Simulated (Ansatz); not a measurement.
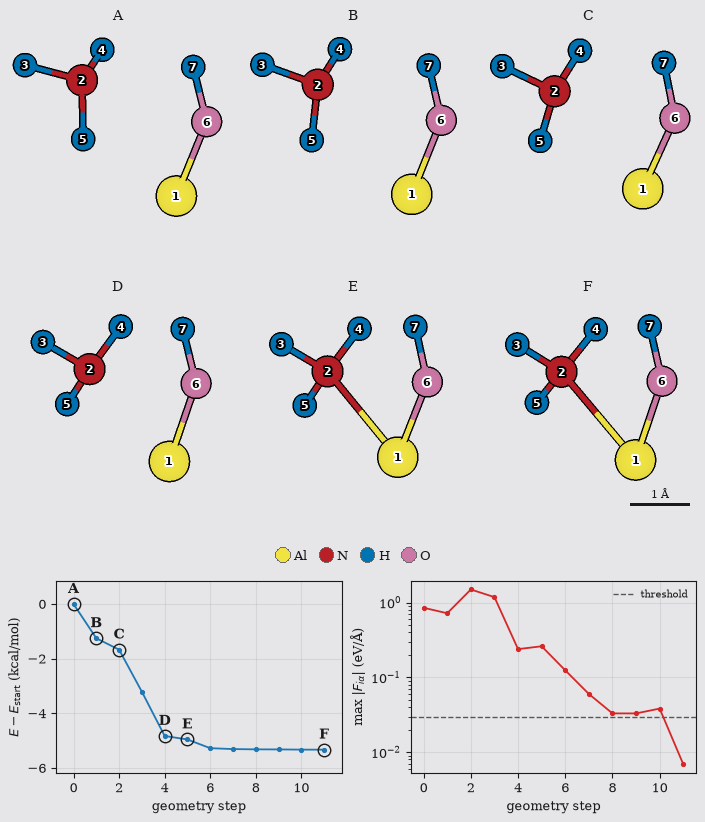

Frames of a relaxation of AlNH$_{4}$O, marked on the history of the run. A ball-and-stick model, seen from a free direction.

The run prepares an end point of a later path (reaction) calculation, from a guessed geometry.

All numbers below come from RKS BHLYP-D4/6-31G* (Ansatz 0.2.0). Set-up: no spin polarisation; force threshold 0.03 eV/Å; at most 50 steps.

What happens along the run?

Answer. After 11 geometry steps the energy has fallen by 5.33 kcal/mol. Largest force component: 0.85 eV/Å at the start, 0.0069 eV/Å at the end. H4 moves most after the best rigid fit: 0.68 Å. By element the largest moves are H 0.68 Å, O 0.42 Å, N 0.41 Å, Al 0.33 Å. Among the contacts that change: Al1–N2 3.111 → 2.411 Å, N2–H5 1.031 → 1.010 Å, Al1–O6 1.708 → 1.727 Å. Bond angles that change, for instance: Al1–O6–H7 128.1° → 131.3°. From step 0 to 1: H5 moves most (0.20 Å), energy −1.25 kcal/mol. From step 1 to 2: H5 moves most (0.20 Å), energy −0.42 kcal/mol. From step 2 to 4: H7 moves most (0.33 Å), energy −3.16 kcal/mol. From step 4 to 5: Al1 moves most (0.20 Å), energy −0.13 kcal/mol. From step 5 to 11: Al and H atoms move most (0.08 Å), energy −0.37 kcal/mol.

Limits of the set-up: the start holds two separate molecules, 2.8 Å apart at their closest, whose relative position is a soft coordinate.
